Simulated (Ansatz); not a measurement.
# CdTe (F-43m): the PBE gap against the k mesh of the density

Wanted: the cheapest k mesh of the density that holds the PBE gap of CdTe (F-43m).

Main program and level: Ansatz 0.2.0; DFT, PBE, plane waves, PAW.

### Step 1. Set-up

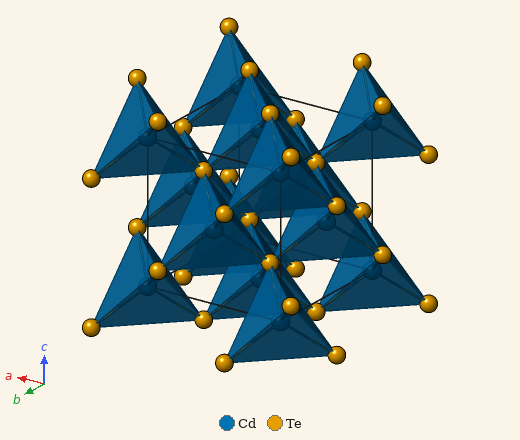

The starting structure, seen from a free direction (cadmium blue, tellurium orange). This picture shows the conventional cell, with its axes. Some periodic images of atoms are drawn too.

The cell and positions come from the Crystallography Open Database and are kept as given unless a step says otherwise. Spin-orbit coupling is left out unless a step names it. The default PAW set here is soft_1. Its files were made with PBE.

### Step 2. k mesh of the density: 2×2×2

Contents of input.yaml:

```yaml
crystal:
  lattice:
    - [0.0, 3.24, 3.24]
    - [3.24, 0.0, 3.24]
    - [3.24, 3.24, 0.0]
  atoms:
    - { symbol: Cd, position: [0.0, 0.0, 0.0] }
    - { symbol: Te, position: [0.25, 0.25, 0.25] }
kpoints:
  mp_grid: { grid: [2, 2, 2] }
  band_path:
    path:
      - [0.0, 0.0, 0.0]
      - [-0.5, -0.5, 0.0]
      - [-0.375, -0.375, 0.25]
      - [-0.375, 0.0, 0.375]
      - [0.0, 0.0, 0.5]
      - [-0.5, -0.25, 0.25]
    npoints: 1
hamiltonian:
  xc: pbe
  pseudopotentials: { kind: paw, azcp: { folder: "./paw" } }
scf:
  occupations: { method: fixed }
  n_extra_bands: 4
output:
  eigenvalues: true
  write_density: true
  write_potential: true
  elf: true
  volumetric_format: npy
```

Launch:

```
ansatz run input.yaml --threads 3 --pin off --max-ram 92160MiB --backend cuda --events-out ev --progress --plain --runs-dir out --devices 1 --max-vram 13GiB
```

Numbers of over 12 decimals in the logs are rounded to 6 here.

The log of the run:

```text
scf.n_extra_bands = 4 over 18 filled bands (N_el = 36.0): the run solves 22 bands
GPUs: using 1 of 1 available (devices: 1).
Engine: ansatz 0.2.0, x86_64-unknown-linux-gnu
Pseudopotentials: kind: paw
Pseudopotential: Cd, paw, valence charge 20, recommended cutoff 420 eV (normal), <dir>
Pseudopotential: Te, paw, valence charge 16, recommended cutoff 420 eV (normal), <dir>
Functional definition: PBE
  parameter kappa = 0.804
  parameter beta = 0.066725
  exchange = pbe_x(kappa = kappa, mu = beta*pi^2/3)
  correlation = pbe_c(beta = beta)
device memory: the entry about to start is reckoned to put 1.7 GiB on a device that reports 69.3 GiB free (of which the cap on the GPU budget leaves the run 13.0 GiB)
GPU FFT provider: cuFFT
GPU libraries: cuBLAS 13.8.2, cuFFT 12.4.0, cuSOLVER 12.3.4
Crystal: 2 atoms, lattice volume = 68.024 Å³
Basis set: ecut = 420 eV, 1363 PW (Γ)
Bands: 22, of which v1, the nominal top of the filled ones, is band 18 counted from 1 (17 counted from 0)
Symmetry: 24 space group operations
Space group: F-43m (ITA 216), of the structure as read, at distance tolerance 4.1e-5 Å
k-points: 3 of 8
Non-local potential: Cd, projectors of the file, l = 0: 3, l = 1: 2, l = 2: 2, l = 3: 1
Non-local potential: Te, projectors of the file, l = 0: 2, l = 1: 2, l = 2: 2, l = 3: 1
PAW form: soft (Blöchl's): semilocal exchange-correlation on the pseudo side does not see the compensation charge
PAW one-centre angular grid: Cd, 590 points (default); XC on 64 Gauss nodes
PAW one-centre angular grid: Te, 590 points (default); XC on 64 Gauss nodes
Initial density: superposition of atomic densities (chi_scale 0.1, normalization cell, long waves kept (reshape's long-wave potential 0.00 eV rms))
Initial wavefunctions: pseudopotential atomic-orbital guess
GPU buffer pool allocated for 32768 grid points (all kernels)
GPU transforms: local potential and band sums: pruned to the plane-wave sphere, on 30×32×32
Functional: x = pbe(κ = 0.804, μ = 0.219515), c = pbe(β = 0.066725)
SCF iter   1: F=—  HF=-15234.218890 eV  |F-HF|=—  |Δ(HF+E_count)|=         —  Δρ=2.52e-2  dr2=3.68e-1  ethr=3.10e-3  ⟨swp⟩=4.3  Hψ=258  notcnv=0  defer=5
preconditioner: auto → none  [insulator: Δε(μ)=0.675 eV  Ē_g=11.551 eV  n_scr=14 (ndim 8)  ℏωp=19.1 eV  f_vac=0.156  ε∞_Penn≈3.7]
SCF iter   2: F=—  HF=-15234.188813 eV  |F-HF|=—  |Δ(HF+E_count)|=   3.01e-2  Δρ=1.06e-2  dr2=5.85e-2  ethr=1.02e-3  ⟨swp⟩=2.7  Hψ=142  notcnv=0  defer=3
SCF iter   3: F=—  HF=-15234.205809 eV  |F-HF|=—  |Δ(HF+E_count)|=   1.70e-2  Δρ=4.53e-3  dr2=9.98e-3  ethr=1.62e-4  ⟨swp⟩=2.7  Hψ=118  notcnv=0  defer=3
SCF iter   4: F=—  HF=-15234.204051 eV  |F-HF|=—  |Δ(HF+E_count)|=   1.76e-3  Δρ=1.10e-3  dr2=4.89e-4  ethr=2.77e-5  ⟨swp⟩=3.0  Hψ=150  notcnv=0  defer=3
SCF iter   5: F=—  HF=-15234.204192 eV  |F-HF|=—  |Δ(HF+E_count)|=   1.41e-4  Δρ=2.50e-4  dr2=2.95e-5  ethr=1.36e-6  ⟨swp⟩=2.0  Hψ=115  notcnv=0  defer=3
SCF iter   6: F=—  HF=-15234.204895 eV  |F-HF|=—  |Δ(HF+E_count)|=   7.03e-4  Δρ=4.64e-5  dr2=7.93e-7  ethr=8.21e-8  ⟨swp⟩=2.0  Hψ=82  notcnv=0  defer=3
SCF iter   7: F=-15234.204896 eV  HF=-15234.204896 eV  |F-HF|=2.18e-8  |Δ(HF+E_count)|=   9.59e-7  Δρ=5.96e-6  dr2=2.12e-8  ethr=2.78e-10  ⟨swp⟩=7.3  Hψ=277  notcnv=0
SCF 1 converged in 7 iterations: F = -15234.204896 eV  dr2 = 2.12e-8
[...]
device memory: the entry about to start is reckoned to put 1.0 GiB on a device that reports 67.9 GiB free (of which the cap on the GPU budget leaves the run 13.0 GiB)
NSCF: frozen V_eff on 6 k-points
SCF converged after 7 iterations
Free energy (F): -15234.204896 eV
Harris-Foulkes:  -15234.204896 eV  (|F-HF|=2.18e-8)
Internal energy: -15234.204896 eV  (E = F + TS)
E sigma→0 (E₀):  -15234.204896 eV
Fermi energy:    7.724031 eV
--- Per-component energies (eV) ---
  E_band       = -782.187409
  E_kinetic    = 615.564094
  E_local      = -5817.896166  (includes V_loc(G=0)·N_el)
  E_nonlocal   = 188.824982
  E_hartree    = 2745.092106
  E_xc         = -278.658663
  E_vxc        = -297.703923  (∫ρ·V_xc dr)
  E_paw        = -8775.107357  (= ΣΔE_a)
  E_vpaw       = -961.155369  (= ΣTr[D̂ρ^β])
  E_aug_tail   = 0.000395  (compensation charges beyond the density's cutoff)
  E_ewald      = -3912.024287
  E_smearing   = -0.000000  (= −TS)
  E_closure    = -0.000000  (closes the sum)
  Σ components = -15234.204896   (vs F -15234.204896, Δ=0.00e0)
--- Band table (eV) ---
  k-point 0: bands = [... 14 lower, -0.6474, 7.7240, 7.7240, 7.7240, 8.3729, 12.1459, 12.1459, 12.1459]
  k-point 1: bands = [... 14 lower, -0.2367, 3.1888, 6.9238, 6.9238, 9.4062, 12.7550, 12.7550, 14.7221]
  k-point 2: bands = [... 14 lower, -0.0723, 3.2825, 5.8109, 5.8109, 10.1881, 10.2765, 16.5874, 16.7416]
```

Run time: 12 s. Hardware: 1 × NVIDIA H100 80GB HBM3 (shared by 6 runs) with 3 threads of AMD EPYC 7R13 (Zen 3), shared host; peak memory 0.94 GiB.

Numbers from this step:

| Property | Result |
| --- | --- |
| gap | 0.6488 eV |
| valence top at | Γ |
| conduction bottom at | Γ |
| least direct gap | 0.6488 eV |

The gap is direct, at Γ.

### Step 3. k mesh of the density: 4×4×4

Edit input.yaml of step 2 so:

```diff
@@ -9,3 +9,3 @@
 kpoints:
-  mp_grid: { grid: [2, 2, 2] }
+  mp_grid: { grid: [4, 4, 4] }
   band_path:
```

The log of the run:

```text
[...]
GPUs: using 1 of 1 available (devices: 1).
[...]
GPU FFT provider: cuFFT
GPU libraries: cuBLAS 13.8.2, cuFFT 12.4.0, cuSOLVER 12.3.4
Crystal: 2 atoms, lattice volume = 68.024 Å³
Basis set: ecut = 420 eV, 1363 PW (Γ)
Bands: 22, of which v1, the nominal top of the filled ones, is band 18 counted from 1 (17 counted from 0)
[... 1 set-up line as in the run before ...]
[...]
Fermi energy:    7.483641 eV
[...]
--- Band table (eV; the first three rows and the last of 8) ---
  k-point 0: bands = [... 14 lower, -0.5667, 7.4836, 7.4836, 7.4836, 8.2436, 12.0835, 12.0835, 12.0835]
  k-point 1: bands = [... 14 lower, -0.5670, 4.7536, 7.0541, 7.0541, 9.4647, 12.6353, 12.6353, 12.8449]
  k-point 2: bands = [... 14 lower, -0.2096, 3.0530, 6.7070, 6.7070, 9.2939, 12.6758, 12.6758, 14.5445]
  k-point 7: bands = [... 14 lower, 0.0130, 3.2904, 5.1585, 5.2837, 11.7323, 12.1630, 13.0387, 13.7932]
[key lines of the parts left out:]
SCF converged after 7 iterations
Free energy (F): -15235.410497 eV
```

Run time: 15 s. Hardware: 1 × NVIDIA H100 80GB HBM3 (shared by 6 runs) with 3 threads; peak memory 0.93 GiB; 2.9 s of CPU time.

Numbers from this step:

```
gap                  : 0.7600 eV
valence top at       : Γ
conduction bottom at : Γ
least direct gap     : 0.7600 eV
```

The gap is 0.760 eV, +0.111 eV from the run before at this level.

### Step 4. k mesh of the density: 6×6×6 (the default)

input.yaml, the sections that differ from step 3:

```yaml
kpoints:
  mp_grid: { grid: [6, 6, 6] }
  band_path:
    path:
      - [[0.0, 0.0, 0.0], [-0.5, -0.5, 0.0], [-0.375, -0.375, 0.25]]
      - [[-0.375, 0.0, 0.375], [0.0, 0.0, 0.0], [0.0, 0.0, 0.5], [-0.5, -0.25, 0.25], [-0.5, -0.5, 0.0]]
    npoints: 10
scf:
  occupations: { method: fermi_dirac, width: 0.02 }
  n_extra_bands: 4
# crystal, hamiltonian, output: as in step 3
```

The log of the run:

```text
[...]
GPUs: using 1 of 1 available (devices: 1).
[...]
GPU FFT provider: cuFFT
GPU libraries: cuBLAS 13.8.2, cuFFT 12.4.0, cuSOLVER 12.3.4
Crystal: 2 atoms, lattice volume = 68.024 Å³
Basis set: ecut = 420 eV, 1363 PW (Γ)
Bands: 22, of which v1, the nominal top of the filled ones, is band 18 counted from 1 (17 counted from 0)
[... 1 set-up line as in the run before ...]
[...]
Fermi energy:    7.857116 eV
[...]
--- Band table (eV; the first three rows and the last of 16) ---
  k-point 0: bands = [... 14 lower, -0.5605, 7.4608, 7.4608, 7.4608, 8.2315, 12.0777, 12.0777, 12.0777]
  k-point 1: bands = [... 14 lower, -0.5616, 5.7263, 7.2331, 7.2331, 9.3199, 12.1928, 12.4162, 12.4162]
  k-point 2: bands = [... 14 lower, -0.4578, 3.8833, 6.8520, 6.8520, 9.3927, 12.7029, 12.7029, 13.7219]
  k-point 15: bands = [... 14 lower, -0.0069, 3.2455, 5.2505, 5.3428, 11.1786, 11.2574, 14.1561, 14.4546]
[key lines of the parts left out:]
SCF converged after 7 iterations
Free energy (F): -15235.467136 eV
```

Run time: 17 s. Hardware: 1 × NVIDIA H100 80GB HBM3 (shared by 6 runs) with 3 threads; peak memory 0.95 GiB; 3.1 s of CPU time.

This step gave:

* gap: 0.7707 eV
* valence top at: Γ
* conduction bottom at: Γ
* least direct gap: 0.7707 eV

The gap is 0.771 eV, +0.011 eV from the run before at this level.

### Step 5. k mesh of the density: 10×10×10

input.yaml, the sections that differ from step 4:

```yaml
kpoints:
  mp_grid: { grid: [10, 10, 10] }
  band_path:
    path:
      - [0.0, 0.0, 0.0]
      - [-0.5, -0.5, 0.0]
      - [-0.375, -0.375, 0.25]
      - [-0.375, 0.0, 0.375]
      - [0.0, 0.0, 0.5]
      - [-0.5, -0.25, 0.25]
    npoints: 1
scf:
  occupations: { method: fixed }
  n_extra_bands: 4
output:
  eigenvalues: true
# crystal, hamiltonian: as in step 4
```

The log of the run:

```text
[...]
GPUs: using 1 of 1 available (devices: 1).
[...]
GPU FFT provider: cuFFT
GPU libraries: cuBLAS 13.8.2, cuFFT 12.4.0, cuSOLVER 12.3.4
Crystal: 2 atoms, lattice volume = 68.024 Å³
Basis set: ecut = 420 eV, 1363 PW (Γ)
Bands: 22, of which v1, the nominal top of the filled ones, is band 18 counted from 1 (17 counted from 0)
[... 1 set-up line as in the run before ...]
[...]
Fermi energy:    7.457025 eV
[...]
--- Band table (eV; the first three rows and the last of 47) ---
  k-point 0: bands = [... 14 lower, -0.5590, 7.4570, 7.4570, 7.4570, 8.2296, 12.0769, 12.0769, 12.0769]
  k-point 1: bands = [... 14 lower, -0.5597, 6.5430, 7.3663, 7.3663, 8.9320, 12.0305, 12.2190, 12.2190]
  k-point 2: bands = [... 14 lower, -0.5601, 5.3187, 7.1503, 7.1503, 9.4110, 12.3913, 12.5126, 12.5126]
  k-point 46: bands = [... 14 lower, 0.0057, 3.2645, 5.1796, 5.2924, 11.4816, 11.6842, 13.5763, 14.0593]
[key lines of the parts left out:]
SCF converged after 7 iterations
Free energy (F): -15235.473230 eV
```

Run time: 14 s. Hardware: 1 × NVIDIA H100 80GB HBM3 (shared by 6 runs) with 3 threads; peak memory 0.94 GiB.

This step gave:

| Item | Value |
| --- | --- |
| gap | 0.7726 eV |
| valence top at | Γ |
| conduction bottom at | Γ |
| least direct gap | 0.7726 eV |

The gap is 0.773 eV, +0.002 eV from the run before at this level.

### Step 6. The series

Differences are against the last row; a negative gap means that bands overlap, and a run with a band path holds that path's time. Times are wall times on 1 × NVIDIA H100 80GB HBM3 (shared by 6 runs) with 3 threads of AMD EPYC 7R13 (Zen 3), shared host, good to a factor of about two.

```
k mesh of the density  gap (eV)  direct gap (eV)  gap error (eV)  energy error (meV/atom)  irreducible k  time
                2×2×2     0.649            0.649          −0.124                   +634.2              3  12 s
                4×4×4     0.760            0.760          −0.013                    +31.4              8  15 s
                6×6×6     0.771            0.771          −0.002                     +3.0             16  17 s
             10×10×10     0.773            0.773          +0.000                     +0.0             47  14 s
```

### Step 7. Results

```
2×2×2    : 0.649 eV
4×4×4    : 0.760 eV
6×6×6    : 0.771 eV
10×10×10 : 0.773 eV
```

What this shows: The gap holds to 0.02 eV from 4×4×4 on. At 2×2×2 the gap is off by −0.124 eV and the energy by +634 meV/atom. The gap is read over the mesh and added points near the edges, so meshes differ mainly through the density and, for a hybrid, the exchange operator.

[Paths, hosts, dates, memory and timing lines, banners, echoed tables and standing remarks are left out of the program output.]

[Logs are printed without paths, hosts, clocks, repeated set-up lines and the standing remarks that a program may print on its own settings, such as how far it seeks lower states.]

[Runs of the session that timed out or met a known fault of the program may be left out.]

[Cells called generated may have been cut or substituted from an entry of the Crystallography Open Database or the Materials Project.]

[Hosts, paths, dates, database ids (printed as entryN), source tags and the programs' standing remarks are cut or masked in the printed files.]
